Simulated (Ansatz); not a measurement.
## Electronic structure of B₃H₆ (doublet) in real space

```xyz
9

B    -0.4526   -0.6933   -0.1669
B     0.9578    0.1156    0.4508
B    -0.2106    1.0290   -0.1753
H    -0.3684   -1.3017   -1.2115
H    -0.2585    2.2102   -0.2829
H     1.9943    0.4495    0.9234
H     0.8270   -1.1293    0.4779
H    -1.2440    0.4899   -0.6321
H    -1.2448   -1.1698    0.6166
```

Geometry: PBE-D4/def2-TZVP.

These are results of UKS PBE0-D4/def2-TZVP in Ansatz, not measurements.

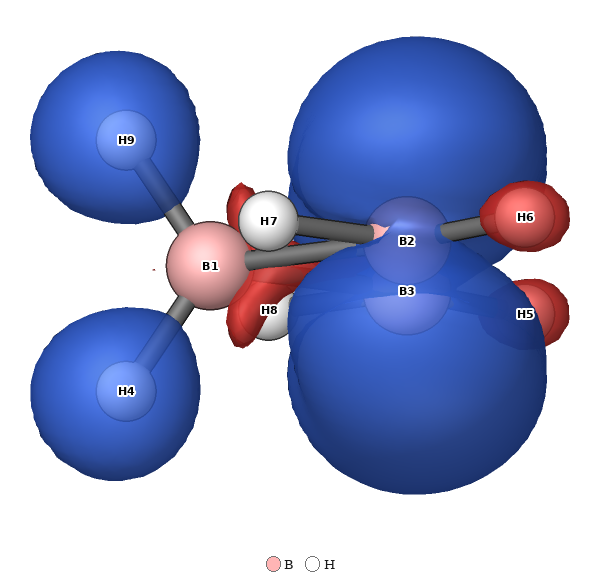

Figure 1. Isosurfaces of the spin density (α minus β) at +0.015 (blue) and −0.015 e/Å³ (red), seen from one side.

Which atoms carry the spin?

Answer. The unpaired spin (1 electron) lies mostly on B2 (about 0.4) and B3 (about 0.4), in electrons by Hirshfeld's partition.

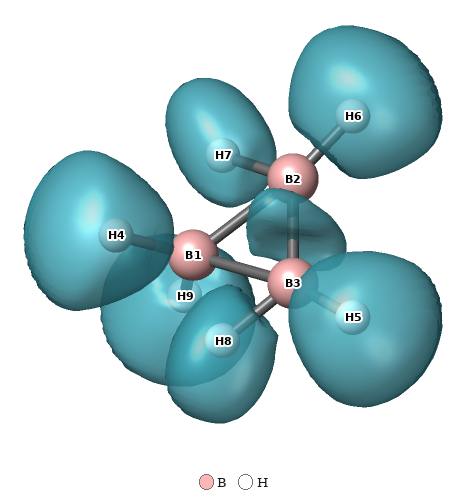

Figure 2. Isosurface of the ELF at 0.8 (cyan), seen at a tilt. Only the valence region is drawn (cores and ρ < 0.01 e/Å³ removed).

Where are the electrons localised?

Answer. The ELF exceeds this value in one region between bonded B–B atoms (shared pairs) and six regions around hydrogen nuclei. Along the contacts the grid gives the following. B–B (1.61 Å): the ELF peaks at about 0.95 between the atoms (localised, covalent bonding). B–H (1.19 Å): the ELF climbs to about 1 towards the hydrogen, as it does in any bond to H; an ordinary covalent bond to hydrogen.

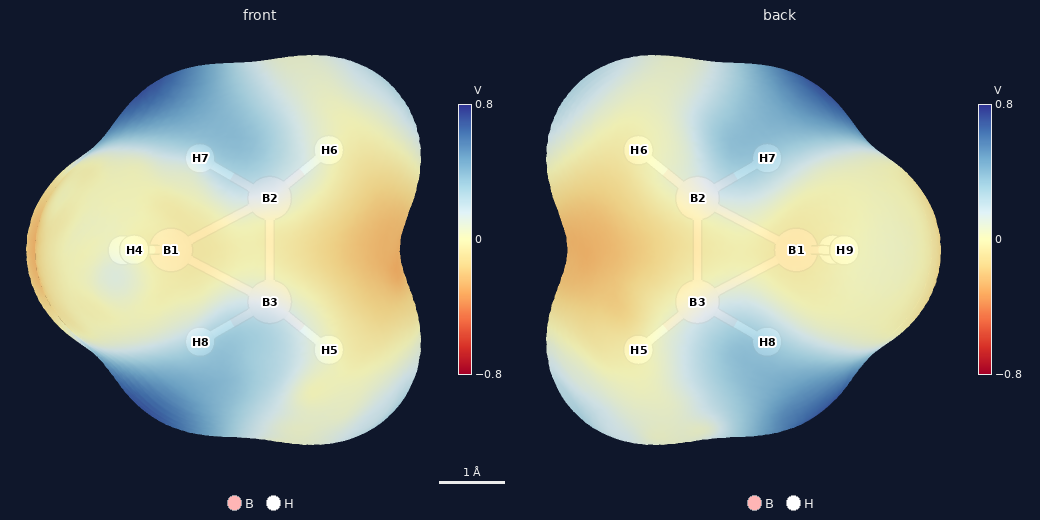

Figure 3. The molecular electrostatic potential painted on the density surface at 0.001 e/bohr³, seen from the front and from behind; red is negative and blue positive.

Which sites attract a positive test charge, and which a negative one?

Answer. A positive charge is drawn to the negative regions and a negative charge to the positive ones. The most negative region (about −0.3 V) lies over H4, the most positive (about +0.7 V) over H7 and H8.
